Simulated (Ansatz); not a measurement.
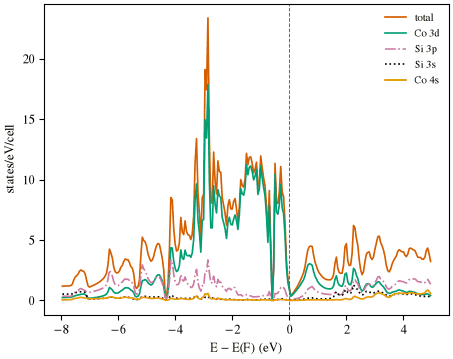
Fig. 1. Total and projected density of states of CoSi in space group P2_13 (No. 198; Co on 4a, Si on 4a), plane-wave PAW PBEsol (Ansatz code)

Q: Which orbitals carry the states next to the Fermi level?

A: Within 0.5 eV of the Fermi level: Co 3d 86 %, Si 3p 10 %. Projections are on Löwdin-orthogonalised atomic valence shells; empty p or d shells of many metals are not among them.

Q: Where is the tallest occupied peak in this window, and what makes it?

A: Near -2.8 eV, about 23 states/eV per cell; the largest projected share is Co 3d.

The cell was relaxed with PBEsol under the symmetry of its start; of distortions, only those at the zone centre were tested. No spin polarisation was allowed.

Potentials: the later of the program's two PAW sets.
